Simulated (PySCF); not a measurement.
**trimethylsilane (C₃H₁₀Si): core binding energies at several levels of theory**

How much do the core binding energies of trimethylsilane (C₃H₁₀Si) (`C[SiH](C)C`) depend on the level of theory, and what does each level cost?

The runs use PySCF 2.14.0, with density-fitted response routines of our own; the level of theory stands in each step. All values are computed, except where a source is named. Atoms count from 0, in the outputs and in this text.

**1. Starting geometry**

14 atoms, charge 0, multiplicity 1; geometry from: GFN2-xTB. The atoms were then displaced at random by about 0.01 Å, so the start is not that level's minimum.

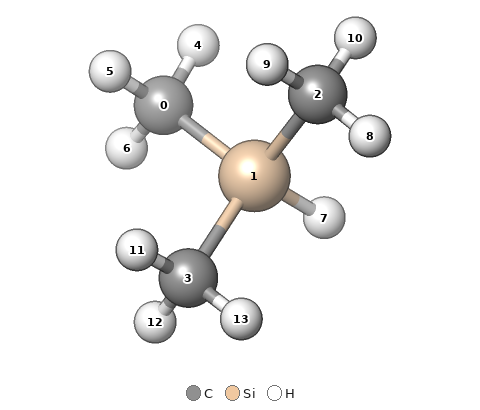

The starting geometry (carbon grey, silicon light orange, hydrogen white), atoms numbered.

**2. Geometry optimisation at PBE0-D3(BJ)/def2-SVP**

The job: settings as JSON, then the geometry in Å.

```
{"job": {"xc": "PBE0", "basis": "def2-SVP", "d3": "d3bj", "grid": 1, "shake": 0.01, "kind": "geom"}, "charge": 0, "multiplicity": 1}
C      0.199130     1.691710    -0.507460
Si    -0.127270     0.120120     0.484870
C     -1.576590    -0.858850    -0.298010
C      1.488810    -0.938880     0.476190
H     -0.706670     2.343360    -0.529220
H      0.429010     1.504750    -1.547980
H      1.003410     2.296140    -0.089980
H     -0.449500     0.483910     1.872480
H     -1.753530    -1.765880     0.281820
H     -1.342870    -1.137780    -1.307170
H     -2.482980    -0.278810    -0.286380
H      1.751160    -1.219990    -0.522810
H      2.263530    -0.399680     0.914800
H      1.297190    -1.855200     1.051120
```

The run is started by

```bash
$ OMP_NUM_THREADS=1 python probes_run.py task.json out
```

One launch serves the whole session: the jobs run in the order shown.

The program printed:

```text
step   0  E = -409.40781076  max force = 0.057395
step   1  E = -409.41349775  max force = 0.011690
step   2  E = -409.41430651  max force = 0.002669
step   3  E = -409.41448619  max force = 0.002444
step   4  E = -409.41454306  max force = 0.001516
step   5  E = -409.41457138  max force = 0.000485
step   6  E = -409.41458800  max force = 0.000798
step   7  E = -409.41460935  max force = 0.001274
step   8  E = -409.41462746  max force = 0.000983
step   9  E = -409.41463865  max force = 0.000466
step  10  E = -409.41464213  max force = 0.000155
optimisation converged
```

It took 73 s on 1 thread of Arm Neoverse N1, shared host; peak memory 0.47 GiB.

Relaxation path:

```
step  energy from step 0 (eV)  largest force component (eV/Å)
   0                   0.0000                          2.9514
   1                  -0.1548                          0.6011
   2                  -0.1768                          0.1372
   3                  -0.1816                          0.1257
   4                  -0.1832                          0.0780
   5                  -0.1840                          0.0249
   6                  -0.1844                          0.0410
   7                  -0.1850                          0.0655
   8                  -0.1855                          0.0505
   9                  -0.1858                          0.0240
  10                  -0.1859                          0.0080
```

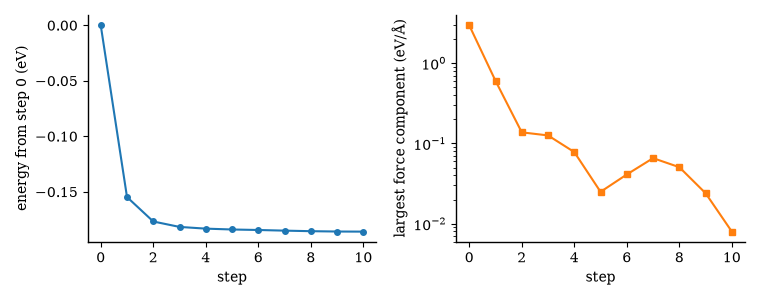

Energy and largest force along the relaxation.

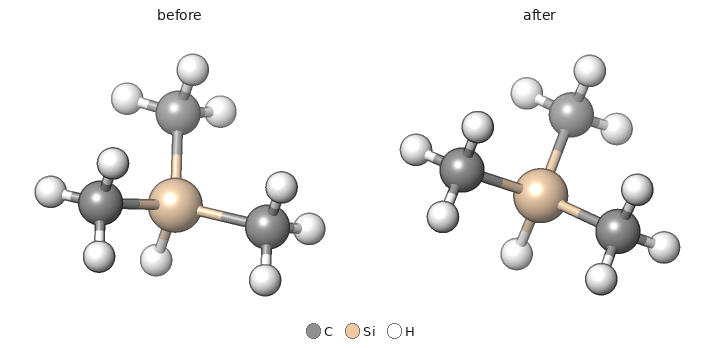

Before and after, at one scale.

Distances of close pairs at the start and the end, largest changes first:

```
  bond  before (Å)  after (Å)  change (Å)
C3–H12       1.041      1.101      +0.060
Si1–C3       1.932      1.882      -0.050
Si1–C2       1.916      1.882      -0.034
C3–H11       1.070      1.102      +0.032
Si1–H7       1.470      1.501      +0.031
 C2–H9       1.073      1.102      +0.029
C2–H10       1.076      1.101      +0.025
 C0–H5       1.082      1.102      +0.020
```

The next job starts from the end point, and lists it.

```
                         at the end point                value
  point group (found at 0.08 Å tolerance)                  C3v
rotational constants (GHz, main isotopes)  5.282, 5.272, 3.122
                        dipole moment (D)                 0.60
```

**3. Core holes by ΔSCF: SCAN, X2C**

The job: settings as JSON, then the geometry in Å.

```
{"job": {"kind": "xps"}, "charge": 0, "multiplicity": 1}
C     -0.332812     1.679341    -0.505968
Si    -0.081272     0.093360     0.475861
C     -1.301058    -1.221871    -0.094221
C      1.685675    -0.523332     0.272723
H     -1.355248     2.068891    -0.381198
H     -0.166661     1.503919    -1.581130
H      0.368952     2.463194    -0.180268
H     -0.328256     0.381441     1.928504
H     -1.178818    -2.155432     0.476908
H     -1.153852    -1.456204    -1.160856
H     -2.340255    -0.880923     0.035479
H      1.903530    -0.743637    -0.784804
H      2.412767     0.228492     0.617388
H      1.854319    -1.445296     0.851154
```

Method: delta-SCF UKS SCAN, pcX-2 on the ionised atom, pcseg-1 elsewhere, spin-free X2C.

The program printed:

```text
ground state, core basis on atom 0 (C), 141 functions
  cycle   1  E = -410.25591351  |g| = 6.39e-01
  cycle   2  E = -410.17833304  |g| = 8.13e-01
  cycle   3  E = -410.36422432  |g| = 4.07e-02
  cycle   4  E = -410.36466170  |g| = 1.96e-02
  cycle   5  E = -410.36476556  |g| = 6.25e-03
  cycle   6  E = -410.36477385  |g| = 2.83e-03
  cycle   7  E = -410.36477736  |g| = 2.78e-04
  E(ground) = -410.40141952 Eh
hole in C 1s of atom 0
  cycle   1  E = -399.14259355  |g| = 1.50e+00
  cycle   2  E = -398.61710219  |g| = 1.71e+00
  cycle   3  E = -399.67326979  |g| = 2.99e-01
  cycle   4  E = -399.70591954  |g| = 8.58e-02
  cycle   5  E = -399.70913294  |g| = 3.41e-02
  cycle   6  E = -399.70971521  |g| = 6.22e-03
  cycle   7  E = -399.70973725  |g| = 2.59e-03
  cycle   8  E = -399.70974284  |g| = 8.11e-04
  cycle   9  E = -399.70974280  |g| = 3.93e-04
  E(ion) = -399.74512202 Eh   <S^2> = 0.7671   hole on atom = 1.000   binding energy = 289.973 eV
ground state, core basis on atom 1 (Si), 152 functions
  cycle   1  E = -410.46207763  |g| = 2.87e-01
  cycle   2  E = -410.46210493  |g| = 4.01e-02
  cycle   3  E = -410.46204797  |g| = 3.42e-02
  cycle   4  E = -410.46228682  |g| = 7.35e-03
  cycle   5  E = -410.46229960  |g| = 8.41e-04
  cycle   6  E = -410.46230189  |g| = 1.15e-04
  E(ground) = -410.45764608 Eh
hole in Si 1s of atom 1
  cycle   1  E = -341.55903628  |g| = 4.35e+00
  cycle   2  E = -341.72828631  |g| = 2.11e+00
  cycle   3  E = -342.32586335  |g| = 7.06e-01
  cycle   4  E = -342.59529355  |g| = 2.17e-01
  cycle   5  E = -342.62121029  |g| = 3.53e-02
  cycle   6  E = -342.62140866  |g| = 2.55e-02
  cycle   7  E = -342.62176661  |g| = 4.21e-03
  cycle   8  E = -342.62177596  |g| = 8.75e-04
  cycle   9  E = -342.62177695  |g| = 2.01e-04
  E(ion) = -342.62521660 Eh   <S^2> = 0.7522   hole on atom = 1.000   binding energy = 1845.814 eV
hole in Si 2p of atom 1
  cycle   1  E = -406.21835414  |g| = 1.24e+00
  cycle   2  E = -406.09805626  |g| = 1.11e+00
  cycle   3  E = -406.51491283  |g| = 2.27e-01
  cycle   4  E = -406.54490459  |g| = 5.69e-02
  cycle   5  E = -406.54642396  |g| = 2.19e-02
  cycle   6  E = -406.54668235  |g| = 4.92e-03
  cycle   7  E = -406.54669527  |g| = 9.74e-04
  cycle   8  E = -406.54669582  |g| = 2.58e-04
  E(ion) = -406.55309524 Eh   <S^2> = 0.7521   hole on atom = 1.003   binding energy = 106.248 eV
  2p3/2 = 106.029 eV   2p1/2 = 106.653 eV
```

Run time: 30 s. Hardware: 1 thread of Arm Neoverse N1, shared host; peak memory 0.49 GiB.

Binding energies by hole, beside the orbital energy of the ground state; the difference holds orbital relaxation and, for a density functional, its self-interaction error:

```
       hole  stands for                 environment  ΔSCF (eV; 2p as the shell's mean)  −ε (eV)   ⟨S²⟩
  C1s on C0  C0, C2, C3  methyl carbon bonded to Si                             289.97    273.0  0.767
Si1s on Si1         Si1    silicon bonded to 3 C, H                            1845.81   1792.8  0.752
Si2p on Si1         Si1    silicon bonded to 3 C, H                             106.24     95.6  0.752
```

Each hole run stands for the others of its class of like atoms.

With the spin-orbit splitting: Si1 2p3/2 106.03, 2p1/2 106.65 eV. The table gives each 2p level as the mean over the whole 2p shell (two parts 2p3/2, one part 2p1/2), which differs a little from the single hole in the log.

**4. Core-electron binding energies: B3LYP, X2C**

Same as in step 3 but for these lines:

```diff
@@ -1,2 +1,2 @@
-{"job": {"kind": "xps"}, "charge": 0, "multiplicity": 1}
+{"job": {"kind": "xps", "xc": "B3LYP"}, "charge": 0, "multiplicity": 1}
 C     -0.332812     1.679341    -0.505968
```

Method: delta-SCF UKS B3LYP, pcX-2 on the ionised atom, pcseg-1 elsewhere, spin-free X2C.

The program printed:

```text
ground state, core basis on atom 0 (C), 141 functions
  cycle   1  E = -410.39253262  |g| = 5.37e-01
  cycle   2  E = -410.35696364  |g| = 6.42e-01
  cycle   3  E = -410.46757349  |g| = 2.28e-02
  cycle   4  E = -410.46772527  |g| = 1.03e-02
  cycle   5  E = -410.46775976  |g| = 2.02e-03
  cycle   6  E = -410.46775968  |g| = 7.77e-04
  cycle   7  E = -410.46776006  |g| = 1.11e-04
  E(ground) = -410.46748289 Eh
hole in C 1s of atom 0
  cycle   1  E = -399.24923363  |g| = 1.51e+00
  cycle   2  E = -398.83036347  |g| = 1.66e+00
  cycle   3  E = -399.78384083  |g| = 2.44e-01
  cycle   4  E = -399.80681674  |g| = 5.85e-02
  cycle   5  E = -399.80840190  |g| = 2.03e-02
  cycle   6  E = -399.80861959  |g| = 2.61e-03
  cycle   7  E = -399.80862538  |g| = 9.99e-04
  cycle   8  E = -399.80862636  |g| = 3.99e-04
  E(ion) = -399.80839255 Eh   <S^2> = 0.7596   hole on atom = 1.000   binding energy = 290.049 eV
ground state, core basis on atom 1 (Si), 152 functions
  cycle   1  E = -410.53761827  |g| = 1.65e-01
  cycle   2  E = -410.53772808  |g| = 3.60e-02
  cycle   3  E = -410.53779214  |g| = 1.87e-02
  cycle   4  E = -410.53783973  |g| = 2.44e-03
  cycle   5  E = -410.53784255  |g| = 3.50e-04
  E(ground) = -410.53778334 Eh
hole in Si 1s of atom 1
  cycle   1  E = -341.67273249  |g| = 4.39e+00
  cycle   2  E = -341.99230252  |g| = 2.02e+00
  cycle   3  E = -342.56377336  |g| = 5.95e-01
  cycle   4  E = -342.73336257  |g| = 1.87e-01
  cycle   5  E = -342.75295142  |g| = 2.97e-02
  cycle   6  E = -342.75335510  |g| = 1.13e-02
  cycle   7  E = -342.75342284  |g| = 7.35e-04
  cycle   8  E = -342.75342308  |g| = 2.08e-04
  E(ion) = -342.75335988 Eh   <S^2> = 0.7517   hole on atom = 1.000   binding energy = 1844.508 eV
hole in Si 2p of atom 1
  cycle   1  E = -406.30133657  |g| = 1.23e+00
  cycle   2  E = -406.28259957  |g| = 1.02e+00
  cycle   3  E = -406.61637227  |g| = 1.65e-01
  cycle   4  E = -406.63173809  |g| = 4.76e-02
  cycle   5  E = -406.63278645  |g| = 1.73e-02
  cycle   6  E = -406.63295071  |g| = 1.31e-03
  cycle   7  E = -406.63295264  |g| = 4.80e-04
  E(ion) = -406.63290980 Eh   <S^2> = 0.7523   hole on atom = 1.002   binding energy = 106.257 eV
  2p3/2 = 106.040 eV   2p1/2 = 106.658 eV
```

It took 32 s on 1 thread of Arm Neoverse N1, shared host; peak memory 0.58 GiB.

Binding energies by hole, beside the orbital energy of the ground state; the difference holds orbital relaxation and, for a density functional, its self-interaction error:

```
       hole  stands for                 environment  ΔSCF (eV; 2p as the shell's mean)  −ε (eV)   ⟨S²⟩
  C1s on C0  C0, C2, C3  methyl carbon bonded to Si                             290.05    276.4  0.760
Si1s on Si1         Si1    silicon bonded to 3 C, H                            1844.51   1802.3  0.752
Si2p on Si1         Si1    silicon bonded to 3 C, H                             106.25     98.2  0.752
```

Each hole run stands for the others of its class of like atoms.

With the spin-orbit splitting: Si1 2p3/2 106.04, 2p1/2 106.66 eV. The table gives each 2p level as the mean over the whole 2p shell (two parts 2p3/2, one part 2p1/2), which differs a little from the single hole in the log.

**5. Core holes by ΔSCF: PBE0, X2C**

Same as in step 4 but for these lines:

```diff
@@ -1,2 +1,2 @@
-{"job": {"kind": "xps", "xc": "B3LYP"}, "charge": 0, "multiplicity": 1}
+{"job": {"kind": "xps", "xc": "PBE0"}, "charge": 0, "multiplicity": 1}
 C     -0.332812     1.679341    -0.505968
```

With the program's defaults for keys left out, this is: delta-SCF UKS PBE0, pcX-2 on the ionised atom, pcseg-1 elsewhere, spin-free X2C.

The program printed:

```text
ground state, core basis on atom 0 (C), 141 functions
  cycle   1  E = -410.10370092  |g| = 4.61e-01
  cycle   2  E = -410.09146188  |g| = 5.05e-01
  cycle   3  E = -410.15924320  |g| = 1.69e-02
  cycle   4  E = -410.15932593  |g| = 7.57e-03
  cycle   5  E = -410.15934392  |g| = 1.35e-03
  cycle   6  E = -410.15934388  |g| = 5.84e-04
  cycle   7  E = -410.15934476  |g| = 7.41e-05
  E(ground) = -410.15912919 Eh
hole in C 1s of atom 0
  cycle   1  E = -398.96094231  |g| = 1.51e+00
  cycle   2  E = -398.66724811  |g| = 1.54e+00
  cycle   3  E = -399.49773302  |g| = 2.32e-01
  cycle   4  E = -399.51895502  |g| = 5.02e-02
  cycle   5  E = -399.52013901  |g| = 1.69e-02
  cycle   6  E = -399.52029334  |g| = 2.61e-03
  cycle   7  E = -399.52030053  |g| = 1.09e-03
  cycle   8  E = -399.52030282  |g| = 3.98e-04
  E(ion) = -399.52011100 Eh   <S^2> = 0.7626   hole on atom = 1.000   binding energy = 289.502 eV
ground state, core basis on atom 1 (Si), 152 functions
  cycle   1  E = -410.22860204  |g| = 2.09e-01
  cycle   2  E = -410.22867651  |g| = 2.75e-02
  cycle   3  E = -410.22870041  |g| = 1.89e-02
  cycle   4  E = -410.22876119  |g| = 2.98e-03
  cycle   5  E = -410.22876438  |g| = 4.27e-04
  E(ground) = -410.22873083 Eh
hole in Si 1s of atom 1
  cycle   1  E = -341.39570625  |g| = 4.39e+00
  cycle   2  E = -341.82384082  |g| = 1.89e+00
  cycle   3  E = -342.32768432  |g| = 5.27e-01
  cycle   4  E = -342.46123809  |g| = 1.59e-01
  cycle   5  E = -342.47549543  |g| = 2.20e-02
  cycle   6  E = -342.47571158  |g| = 8.54e-03
  cycle   7  E = -342.47575020  |g| = 5.90e-04
  cycle   8  E = -342.47575026  |g| = 2.07e-04
  E(ion) = -342.47570690 Eh   <S^2> = 0.7518   hole on atom = 1.000   binding energy = 1843.654 eV
hole in Si 2p of atom 1
  cycle   1  E = -406.00637426  |g| = 1.23e+00
  cycle   2  E = -406.03646510  |g| = 9.44e-01
  cycle   3  E = -406.32289729  |g| = 1.52e-01
  cycle   4  E = -406.33595625  |g| = 4.05e-02
  cycle   5  E = -406.33674204  |g| = 1.34e-02
  cycle   6  E = -406.33684066  |g| = 1.29e-03
  cycle   7  E = -406.33684173  |g| = 4.95e-04
  E(ion) = -406.33681499 Eh   <S^2> = 0.7528   hole on atom = 1.002   binding energy = 105.904 eV
  2p3/2 = 105.688 eV   2p1/2 = 106.304 eV
```

It took 31 s on 1 thread of Arm Neoverse N1, shared host; peak memory 0.58 GiB.

The holes in one table. −ε is the ground-state orbital energy:

```
       hole  stands for                 environment  ΔSCF (eV; 2p as the shell's mean)  −ε (eV)   ⟨S²⟩
  C1s on C0  C0, C2, C3  methyl carbon bonded to Si                             289.50    277.7  0.763
Si1s on Si1         Si1    silicon bonded to 3 C, H                            1843.65   1806.0  0.752
Si2p on Si1         Si1    silicon bonded to 3 C, H                             105.89     98.9  0.753
```

Each hole run stands for the others of its class of like atoms.

With the spin-orbit splitting: Si1 2p3/2 105.69, 2p1/2 106.30 eV. The table gives each 2p level as the mean over the whole 2p shell (two parts 2p3/2, one part 2p1/2), which differs a little from the single hole in the log.

**6. X-ray photoelectron lines: PBE, X2C**

Same as in step 5 but for these lines:

```diff
@@ -1,2 +1,2 @@
-{"job": {"kind": "xps", "xc": "PBE0"}, "charge": 0, "multiplicity": 1}
+{"job": {"kind": "xps", "xc": "PBE"}, "charge": 0, "multiplicity": 1}
 C     -0.332812     1.679341    -0.505968
```

Method: delta-SCF UKS PBE, pcX-2 on the ionised atom, pcseg-1 elsewhere, spin-free X2C.

The program printed:

```text
ground state, core basis on atom 0 (C), 141 functions
  cycle   1  E = -409.98024909  |g| = 6.76e-01
  cycle   2  E = -409.80942625  |g| = 1.02e+00
  cycle   3  E = -410.10261332  |g| = 4.58e-02
  cycle   4  E = -410.10327064  |g| = 1.90e-02
  cycle   5  E = -410.10338796  |g| = 3.78e-03
  cycle   6  E = -410.10339322  |g| = 1.59e-03
  cycle   7  E = -410.10339313  |g| = 3.28e-04
  E(ground) = -410.10311654 Eh
hole in C 1s of atom 0
  cycle   1  E = -398.91640383  |g| = 1.52e+00
  cycle   2  E = -398.10001738  |g| = 1.93e+00
  cycle   3  E = -399.43164769  |g| = 3.21e-01
  cycle   4  E = -399.46921425  |g| = 1.23e-01
  cycle   5  E = -399.47651456  |g| = 4.07e-02
  cycle   6  E = -399.47737031  |g| = 5.56e-03
  cycle   7  E = -399.47738639  |g| = 1.80e-03
  cycle   8  E = -399.47738858  |g| = 3.73e-04
  E(ion) = -399.47714700 Eh   <S^2> = 0.7604   hole on atom = 1.000   binding energy = 289.147 eV
ground state, core basis on atom 1 (Si), 152 functions
  cycle   1  E = -410.17327741  |g| = 2.68e-01
  cycle   2  E = -410.17330984  |g| = 4.40e-02
  cycle   3  E = -410.17329592  |g| = 3.49e-02
  cycle   4  E = -410.17350038  |g| = 6.20e-03
  cycle   5  E = -410.17351155  |g| = 1.39e-03
  cycle   6  E = -410.17351237  |g| = 1.21e-04
  E(ground) = -410.17346727 Eh
hole in Si 1s of atom 1
  cycle   1  E = -341.37324741  |g| = 4.42e+00
  cycle   2  E = -341.29308254  |g| = 2.35e+00
  cycle   3  E = -342.01360384  |g| = 8.65e-01
  cycle   4  E = -342.40727528  |g| = 3.07e-01
  cycle   5  E = -342.45965858  |g| = 6.52e-02
  cycle   6  E = -342.46149047  |g| = 2.87e-02
  cycle   7  E = -342.46192389  |g| = 2.34e-03
  cycle   8  E = -342.46192595  |g| = 6.65e-04
  cycle   9  E = -342.46192639  |g| = 1.59e-04
  E(ion) = -342.46187260 Eh   <S^2> = 0.7514   hole on atom = 1.000   binding energy = 1842.526 eV
hole in Si 2p of atom 1
  cycle   1  E = -405.95994146  |g| = 1.24e+00
  cycle   2  E = -405.70674000  |g| = 1.26e+00
  cycle   3  E = -406.25070838  |g| = 2.58e-01
  cycle   4  E = -406.28973526  |g| = 7.80e-02
  cycle   5  E = -406.29226975  |g| = 3.71e-02
  cycle   6  E = -406.29303357  |g| = 2.58e-03
  cycle   7  E = -406.29303557  |g| = 8.05e-04
  cycle   8  E = -406.29303570  |g| = 1.74e-04
  E(ion) = -406.29300556 Eh   <S^2> = 0.7517   hole on atom = 1.002   binding energy = 105.593 eV
  2p3/2 = 105.373 eV   2p1/2 = 105.997 eV
```

It took 20 s on 1 thread of Arm Neoverse N1, shared host; peak memory 0.49 GiB.

The holes in one table. −ε is the ground-state orbital energy:

```
       hole  stands for                 environment  ΔSCF (eV; 2p as the shell's mean)  −ε (eV)   ⟨S²⟩
  C1s on C0  C0, C2, C3  methyl carbon bonded to Si                             289.15    268.5  0.760
Si1s on Si1         Si1    silicon bonded to 3 C, H                            1842.53   1782.8  0.751
Si2p on Si1         Si1    silicon bonded to 3 C, H                             105.58     93.4  0.752
```

Each hole run stands for the others of its class of like atoms.

With the spin-orbit splitting: Si1 2p3/2 105.37, 2p1/2 106.00 eV. The table gives each 2p level as the mean over the whole 2p shell (two parts 2p3/2, one part 2p1/2), which differs a little from the single hole in the log.

**7. Core holes by ΔSCF: HF, X2C**

Same as in step 6 but for these lines:

```diff
@@ -1,2 +1,2 @@
-{"job": {"kind": "xps", "xc": "PBE"}, "charge": 0, "multiplicity": 1}
+{"job": {"kind": "xps", "xc": "HF"}, "charge": 0, "multiplicity": 1}
 C     -0.332812     1.679341    -0.505968
```

Level: delta-SCF UKS HF, pcX-2 on the ionised atom, pcseg-1 elsewhere, spin-free X2C.

The program printed:

```text
ground state, core basis on atom 0 (C), 141 functions
  cycle   1  E = -408.90913561  |g| = 3.02e-01
  cycle   2  E = -408.94501918  |g| = 7.68e-02
  cycle   3  E = -408.94789510  |g| = 1.10e-02
  cycle   4  E = -408.94794367  |g| = 3.77e-03
  cycle   5  E = -408.94794988  |g| = 6.57e-04
  cycle   6  E = -408.94795019  |g| = 1.43e-04
  E(ground) = -408.94795019 Eh
hole in C 1s of atom 0
  cycle   1  E = -397.74114512  |g| = 1.49e+00
  cycle   2  E = -398.10695177  |g| = 7.53e-01
  cycle   3  E = -398.29332712  |g| = 9.66e-02
  cycle   4  E = -398.29726513  |g| = 1.98e-02
  cycle   5  E = -398.29781144  |g| = 1.24e-02
  cycle   6  E = -398.29813049  |g| = 5.74e-03
  cycle   7  E = -398.29820777  |g| = 1.63e-03
  cycle   8  E = -398.29821340  |g| = 3.84e-04
  E(ion) = -398.29821340 Eh   <S^2> = 0.7836   hole on atom = 1.000   binding energy = 289.794 eV
ground state, core basis on atom 1 (Si), 152 functions
  cycle   1  E = -409.01902989  |g| = 7.31e-02
  cycle   2  E = -409.01924717  |g| = 7.49e-03
  cycle   3  E = -409.01925903  |g| = 2.13e-03
  cycle   4  E = -409.01926050  |g| = 6.54e-04
  cycle   5  E = -409.01926071  |g| = 1.46e-04
  E(ground) = -409.01926071 Eh
hole in Si 1s of atom 1
  cycle   1  E = -340.10218294  |g| = 4.32e+00
  cycle   2  E = -341.03992752  |g| = 1.02e+00
  cycle   3  E = -341.15263488  |g| = 9.85e-02
  cycle   4  E = -341.15624103  |g| = 2.21e-02
  cycle   5  E = -341.15652548  |g| = 5.28e-03
  cycle   6  E = -341.15656856  |g| = 2.31e-03
  cycle   7  E = -341.15657900  |g| = 1.31e-03
  cycle   8  E = -341.15658349  |g| = 6.00e-04
  cycle   9  E = -341.15658462  |g| = 1.47e-04
  E(ion) = -341.15658462 Eh   <S^2> = 0.7547   hole on atom = 1.000   binding energy = 1846.637 eV
hole in Si 2p of atom 1
  cycle   1  E = -404.81326283  |g| = 1.21e+00
  cycle   2  E = -405.09567399  |g| = 4.19e-01
  cycle   3  E = -405.13565793  |g| = 3.54e-02
  cycle   4  E = -405.13652742  |g| = 1.32e-02
  cycle   5  E = -405.13671902  |g| = 5.89e-03
  cycle   6  E = -405.13679445  |g| = 2.88e-03
  cycle   7  E = -405.13681533  |g| = 1.33e-03
  cycle   8  E = -405.13681986  |g| = 3.86e-04
  E(ion) = -405.13681986 Eh   <S^2> = 0.7610   hole on atom = 1.002   binding energy = 105.647 eV
  2p3/2 = 105.443 eV   2p1/2 = 106.037 eV
```

It took 17 s on 1 thread of Arm Neoverse N1, shared host; peak memory 0.51 GiB.

Binding energies by hole, beside the orbital energy of the ground state; the difference holds orbital relaxation and, for a density functional, its self-interaction error:

```
       hole  stands for                 environment  ΔSCF (eV; 2p as the shell's mean)  −ε (eV)   ⟨S²⟩
  C1s on C0  C0, C2, C3  methyl carbon bonded to Si                             289.79    304.9  0.784
Si1s on Si1         Si1    silicon bonded to 3 C, H                            1846.64   1875.3  0.755
Si2p on Si1         Si1    silicon bonded to 3 C, H                             105.64    114.4  0.761
```

Each hole run stands for the others of its class of like atoms.

With the spin-orbit splitting: Si1 2p3/2 105.44, 2p1/2 106.04 eV. The table gives each 2p level as the mean over the whole 2p shell (two parts 2p3/2, one part 2p1/2), which differs a little from the single hole in the log.

[end of part 1 of 2]
